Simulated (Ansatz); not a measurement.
# BeHg (built on the sites of a database entry of SrHg): from the cell to its phonons

Aim: the vibrations of BeHg (built on the sites of a database entry of SrHg), their spectra, and whether the structure is stable.

Method: DFT PBEsol, scalar-relativistic, plane waves, PseudoDojo norm-conserving pseudopotentials, in Ansatz 0.2.0.

The structure was built from a prototype and need not be the compound's stable phase.

## 1. The structure

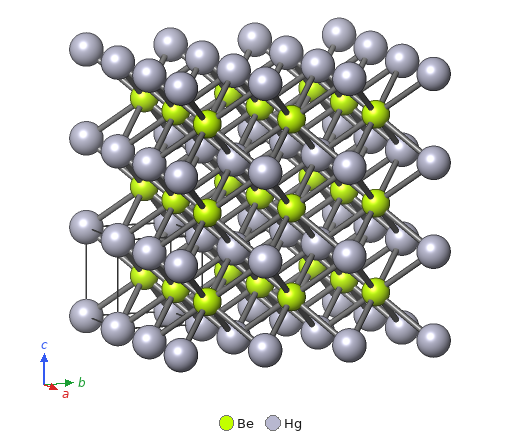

Start, viewed slightly off an axis; beryllium green, mercury light grey. 3×3×3 cells are drawn. Some periodic images of atoms are drawn too.

## 2. Coarse relaxation

The start is far from rest, so a relaxation with loose tolerances brings it close first.

Contents of input.yaml:

```yaml
crystal:
  lattice:
    - [2.93753, 0.0, 0.0]
    - [0.0, 2.93753, 0.0]
    - [0.0, 0.0, 2.93753]
  atoms:
    - { symbol: Be, position: [0.5, 0.5, 0.5] }
    - { symbol: Hg, position: [0.0, 0.0, 0.0] }
kpoints:
  mp_grid: { grid: [6, 6, 6] }
hamiltonian:
  xc: pbesol
  pseudopotentials: { kind: nc, accuracy: standard }
scf:
  occupations: { method: gaussian, width: 0.1 }
output:
  forces: true
  stress: true
  eigenvalues: true
relax:
  adjacent_minimum: "off"
  f_tol: 0.05
  max_steps: 80
  cell: { stress_tol: 0.5 }
```

Launch:

```bash
> ansatz run input.yaml --threads 4 --pin off --max-ram 7168MiB --backend cpu --events-out ev --progress --plain --runs-dir out
```

Numbers of over 12 decimals in the logs are rounded to 6 here.

Log:

```text
The last accepted step is kept in <dir> (removed where the run ends without a failure and the disk answers)
Engine: ansatz 0.2.0, aarch64-unknown-linux-gnu
Pseudopotentials: kind: nc
Pseudopotential: Be, nc, valence charge 4, recommended cutoff 1197.300995 eV (normal), Be.nc.azcp (PseudoDojo's, or run here from an input of PseudoDojo's; its table is named by hamiltonian.pseudopotentials.accuracy)
[...]
--- Relaxed structure (4 steps of the walk, 4 accepted, 2 SCFs on fresh bases) ---
  F+E_penalty+E_count = -4909.01420425 eV   max|allowed force component| = 1.479e-29 eV/Å   (the final SCF, on the basis selected at the relaxed cell)
  cell:  # Å, volume = 29.7496 Å³
    - [3.098562, 0, 0]
    - [0, 3.098562, 0.0]
    - [0, 0.0, 3.098562]
  atoms:
    - { symbol: Be, position: [0.5, 0.5, 0.5] }
    - { symbol: Hg, position: [0, 0, 0] }
[key lines of the parts left out:]
SCF converged after 3 iterations
Free energy (F): -4909.014204 eV
Fermi energy:    15.804654 eV
P = ⅓ Tr σ = 0.0215 GPa (0.215 kbar)
```

Wall time 3.8 s (4 threads of Arm Neoverse V2, shared host); peak memory 0.33 GiB; 14 s of CPU time.

The steps of the relaxation:

| step | energy less that of the first step (eV) | largest force component (eV/Å) | pressure (GPa) | volume (Å³) |
| --- | --- | --- | --- | --- |
| 1 | 0.0000 | 0.0000 | 21.54 | 25.35 |
| 2 | -0.2497 | 0.0000 | 1.51 | 29.24 |
| 3 | -0.2517 | 0.0000 | 0.36 | 29.58 |
| 4* | -0.2540 | 0.0000 | 0.55 | 29.58 |
| 5 | -0.2543 | 0.0000 | 0.02 | 29.75 |
| 6* | -0.2543 | 0.0000 | 0.02 | 29.75 |

Relaxation steps marked * repeat the geometry before them on a plane-wave basis chosen anew for their cell, so energy and pressure can jump there.

Forces are held to the 48 operations that the run works with; a distortion that breaks them can't arise in this run.

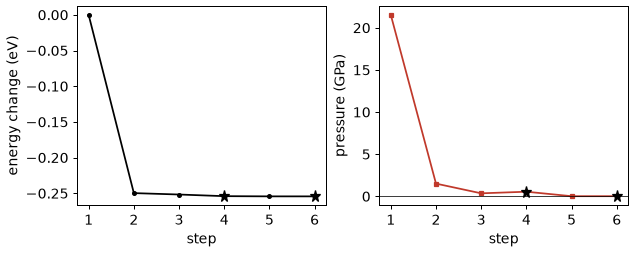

Energy and pressure along the relaxation. Stars mark steps on a basis chosen anew.

```csv
"conventional cell, symmetrised",before,after,change
a (Å),2.938,3.099,+5.5 %
b (Å),2.938,3.099,+5.5 %
c (Å),2.938,3.099,+5.5 %
volume (Å³/atom),12.67,14.87,+17.4 %
```

Final coordinates:

```xyz
2
Lattice="3.0986 0.0000 0.0000 0.0000 3.0986 0.0000 0.0000 0.0000 3.0986" Properties=species:S:1:pos:R:3 pbc="T T T"
Be    1.5493    1.5493    1.5493
Hg    0.0000    0.0000    0.0000
```

This step gave:

```
pressure          : 0.02150 GPa
volume per atom   : 14.87 Å³
gap on the k-mesh : 0 eV
```

In this step the volume went from 12.67 to 14.87 Å³/atom.

## 3. Relaxation

The cell and atoms are relaxed, since residual forces and stress would shift the frequencies.

input.yaml, the sections that differ from step 2:

```yaml
crystal:
  lattice:
    - [3.0985618335, 0.0, 0.0]
    - [0.0, 3.0985618335, 0.0]
    - [0.0, 0.0, 3.0985618335]
  atoms:
    - { symbol: Be, position: [0.5, 0.5, 0.5] }
    - { symbol: Hg, position: [0.0, 0.0, 0.0] }
kpoints:
  mp_grid: { grid: [12, 12, 12] }
relax:
  adjacent_minimum: "off"
  f_tol: 0.005
  max_steps: 80
  cell: { stress_tol: 0.05 }
# hamiltonian, scf, output: as in step 2
```

Log:

```text
[...]
Crystal: 2 atoms, lattice volume = 29.750 Å³
Basis set: ecut = 1197.300995 eV, 2801 PW (Γ), exchange–correlation on 72×72×72 points (8 copies of the dense FFT grid, shifted against one another)
Bands: 16, of which v1, the nominal top of the filled ones, is band 12 counted from 1 (11 counted from 0)
Symmetry: 48 space group operations
[...]
k-points: 84 of 1728
[...]
k-point 83: bands = [... 8 lower, 8.9757, 8.9757, 17.3807, 17.3807, 17.3807, 17.4832, 17.6531, 18.5733]
--- Relaxed structure (4 steps of the walk, 4 accepted, 1 SCFs on fresh bases) ---
[...]
cell:  # Å, volume = 29.2294 Å³
    - [3.080395, 0, 0]
    - [0, 3.080395, 0]
    - [0, 0, 3.080395]
  atoms:
    - { symbol: Be, position: [0.5, 0.5, 0.5] }
    - { symbol: Hg, position: [0, 0, 0] }
[key lines of the parts left out:]
SCF converged after 5 iterations
Free energy (F): -4909.029366 eV
Fermi energy:    15.908610 eV
P = ⅓ Tr σ = -0.0060 GPa (-0.060 kbar)
```

Wall time 12 s (4 threads); peak memory 0.44 GiB.

Relaxation path:

```csv
step,energy less that of the first step (eV),largest force component (eV/Å),pressure (GPa),volume (Å³)
1,0.0000,0.0000,-1.71,29.75
2,-0.0001,0.0000,1.85,28.73
3,-0.0029,0.0000,-0.08,29.25
4,-0.0029,0.0000,0.00,29.23
5*,-0.0028,0.0000,-0.01,29.23
```

Relaxation steps marked * repeat the geometry before them on a plane-wave basis chosen anew for their cell, so energy and pressure can jump there.

Forces are held to the 48 operations that the run works with; a distortion that breaks them can't arise in this run.

```csv
"conventional cell, symmetrised",before,after,change
a (Å),3.099,3.080,-0.6 %
b (Å),3.099,3.080,-0.6 %
c (Å),3.099,3.080,-0.6 %
volume (Å³/atom),14.87,14.61,-1.7 %
```

The relaxed structure:

```cif
data_structure
_symmetry_space_group_name_H-M 'P 1'
_symmetry_Int_Tables_number 1
_cell_length_a 3.0804
_cell_length_b 3.0804
_cell_length_c 3.0804
_cell_angle_alpha 90.000
_cell_angle_beta 90.000
_cell_angle_gamma 90.000
_cell_volume 29.23
loop_
_atom_site_label
_atom_site_type_symbol
_atom_site_fract_x
_atom_site_fract_y
_atom_site_fract_z
_atom_site_occupancy
Be1 Be 0.50000 0.50000 0.50000 1
Hg2 Hg 0.00000 0.00000 0.00000 1
```

This step gave:

- pressure: -0.005996 GPa
- volume per atom: 14.61 Å³

In this step the volume went from 14.87 to 14.61 Å³/atom.

## 4. Relaxing to small forces for the phonons

Phonons need a cell at rest on their own settings, so the relaxation is repeated with tight tolerances on forces and stress, using the mesh and the filling of the phonon run that follows.

input.yaml, the sections that differ from step 3:

```yaml
crystal:
  lattice:
    - [3.0803952707, 0.0, 0.0]
    - [0.0, 3.0803952707, 0.0]
    - [0.0, 0.0, 3.0803952707]
  atoms:
    - { symbol: Be, position: [0.5, 0.5, 0.5] }
    - { symbol: Hg, position: [0.0, 0.0, 0.0] }
scf:
  occupations: { method: methfessel_paxton, width: 0.15 }
relax:
  adjacent_minimum: "off"
  f_tol: 0.001
  max_steps: 60
  cell: { stress_tol: 0.01 }
# kpoints, hamiltonian, output: as in step 3
```

Log:

```text
[...]
Crystal: 2 atoms, lattice volume = 29.229 Å³
Basis set: ecut = 1197.300995 eV, 2777 PW (Γ), exchange–correlation on 72×72×72 points (8 copies of the dense FFT grid, shifted against one another)
Bands: 16, of which v1, the nominal top of the filled ones, is band 12 counted from 1 (11 counted from 0)
Symmetry: 48 space group operations
[...]
k-points: 84 of 1728
[...]
k-point 83: bands = [... 8 lower, 8.9807, 8.9807, 17.3862, 17.3862, 17.3862, 17.4901, 17.6607, 18.5800]
--- Relaxed structure (3 steps of the walk, 3 accepted, 1 SCFs on fresh bases) ---
[...]
cell:  # Å, volume = 29.2208 Å³
    - [3.080095, 0, 0.0]
    - [0, 3.080095, 0]
    - [0.0, 0, 3.080095]
  atoms:
    - { symbol: Be, position: [0.5, 0.5, 0.5] }
    - { symbol: Hg, position: [0, 0, 0] }
[key lines of the parts left out:]
SCF converged after 5 iterations
Free energy (F): -4909.028383 eV
Fermi energy:    15.916309 eV
P = ⅓ Tr σ = -0.0002 GPa (-0.002 kbar)
```

The job ended after 8.9 s (4 threads; peak memory 0.44 GiB; 34 s of CPU time).

Little changed from the start: no atom moved by 0.005 Å and no cell edge by 0.1 %.

This step gave:

```
pressure : -1.51e-4 GPa
```

The forces vanish by symmetry and the pressure is 0.000 GPa, within the tolerances set. The cell now holds 14.61 Å³/atom.

## 5. Zone-centre response

The zone centre comes first: it holds the modes that light can see, as far as symmetry allows. No field response is asked, since the mesh shows no gap.

input.yaml, the sections that differ from step 4:

```yaml
crystal:
  lattice:
    - [3.0800949983, 0.0, 0.0]
    - [0.0, 3.0800949983, 0.0]
    - [0.0, 0.0, 3.0800949983]
  atoms:
    - { symbol: Be, position: [0.5, 0.5, 0.5] }
    - { symbol: Hg, position: [0.0, 0.0, 0.0] }
output:
  eigenvalues: true
phonons:
  method: dfpt
# kpoints, hamiltonian, scf: as in step 4
# relax: removed
```

Log:

```text
[...]
Crystal: 2 atoms, lattice volume = 29.221 Å³
Basis set: ecut = 1197.300995 eV, 2777 PW (Γ), exchange–correlation on 72×72×72 points (8 copies of the dense FFT grid, shifted against one another)
Bands: 16, of which v1, the nominal top of the filled ones, is band 12 counted from 1 (11 counted from 0)
Symmetry: 48 space group operations
k-points: 196 of 1728 (irreducible under 8 space group operations, time reversal used)
[...]
SCF iter   1: F=—  HF=-4909.675260 eV  |F-HF|=—  |Δ(HF+E_count)|=         —  Δρ=6.81e-2  dr2=2.01e0  ethr=3.10e-3  ⟨swp⟩=6.5  Hψ=19304  notcnv=0
[...]
SCF iter   9: F=-4909.028383 eV  HF=-4909.028383 eV  |F-HF|=9.09e-13  |Δ(HF+E_count)|=  1.27e-11  S|Δr|=    0.00e0  Δρ=1.21e-7  dr2=1.36e-12  ethr=1.00e-12  ⟨swp⟩=10.2  Hψ=21759  notcnv=0
SCF 1 converged in 9 iterations: F = -4909.028383 eV  dr2 = 1.36e-12
DFPT response loops at Γ: preconditioner auto → Kerker (q_TF=auto, 2.640 Å⁻¹) (partly filled bands, converged f_vac=0.000); β = 1.00, the filter's whole step (`scf.mixing.beta` (0.50) is not read by the response loops under this deck's `scf.mixing.preconditioner`; to damp them name `kerker` or `kerker_dos`, under which they read `scf.mixing.beta`, and type it under 1.00, their step now; both keys bind the ground state too); Broyden in place of MSR1
SCF converged after 9 iterations
[...]
Free energy (F): -4909.028383 eV
[...]
Internal energy: -4909.027664 eV  (E = F + TS)
E sigma→0 (E₀):  -4909.028203 eV
Entropy (-TS):   -0.000719 eV (-0.359 meV/atom)
Fermi energy:    15.916309 eV
[...]
--- Band table (eV; the first three rows and the last of 196) ---
  k-point 0: bands = [... 8 lower, 8.2633, 8.2633, 8.2633, 18.3177, 18.3177, 18.3177, 23.7234, 25.8509]
  k-point 1: bands = [... 8 lower, 8.2063, 8.2063, 8.2680, 17.6638, 18.4919, 18.4919, 23.9144, 25.7589]
  k-point 2: bands = [... 8 lower, 8.0560, 8.0560, 8.2810, 16.2231, 18.9922, 18.9922, 24.1169, 25.5075]
  k-point 195: bands = [... 8 lower, 8.9807, 8.9807, 17.3862, 17.3862, 17.3862, 17.4901, 17.6607, 18.5800]
--- Phonons (Γ-DFPT): 2 representative perturbations + reference, on 196 of 1728 k-points (Σ response iterations 7) ---
  k mesh reduced under 8 symmetry operations, with k and −k counted as one. Each operation leaves every solved perturbation unchanged. A smaller set is not used because it would not reduce the number of displacements times k-points to solve
  ASR residual: 3.339e-4 → 0.000e0 eV/Å²; symmetrization residual: 7.905e-6 eV/Å²
  ASR residual per site (eV/Å²): 8.44e-6 3.34e-4
  Γ frequencies (cm⁻¹): 0.00 0.00 0.00 216.18 216.18 216.18
  non-analytic LO–TO correction: not included (Born effective charges unavailable; polar crystals: no LO–TO splitting at Γ)
```

The job ended after 23 s (4 threads; peak memory 1.1 GiB).

This step gave:

* sum-rule residual before enforcement: 3.34e-4 eV/Å²
* point group: m-3m
* highest optical mode at the zone centre (no LO-TO term): 216.2 cm⁻¹
* lowest optical zone-centre mode: 216.2 cm⁻¹

Patterns of degenerate modes are one choice out of their space. Modes at Γ, with each element's share of the kinetic energy:

```csv
mode,frequency (cm⁻¹),symmetry,Be %,Hg %
1,0.0,acoustic,4,96
2,0.0,acoustic,4,96
3,0.0,acoustic,4,96
4,216.2,T1u,96,4
5,216.2,T1u,96,4
6,216.2,T1u,96,4
```

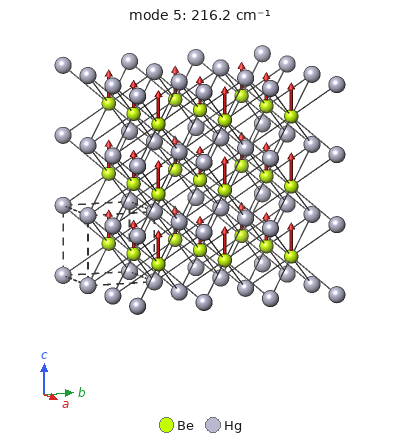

Displacement patterns of mode 5 at Γ; arrows are exaggerated. 3×3×3 cells are drawn. Some periodic images of atoms are drawn too.

Before it was imposed, the acoustic sum rule was missed by 3.3e-4 eV/Å². Small misses are needed for a sound result but don't prove that mesh and cutoff are converged. The lowest optical mode is real, 216 cm⁻¹.

(Part 1 of 2 ends here.)

[Logs are printed without paths, hosts, clocks, repeated set-up lines and the standing remarks that a program may print on its own settings, such as how far it seeks lower states.]

[Hosts, paths, dates, database ids (printed as entryN), source tags and the programs' standing remarks are cut or masked in the printed files.]
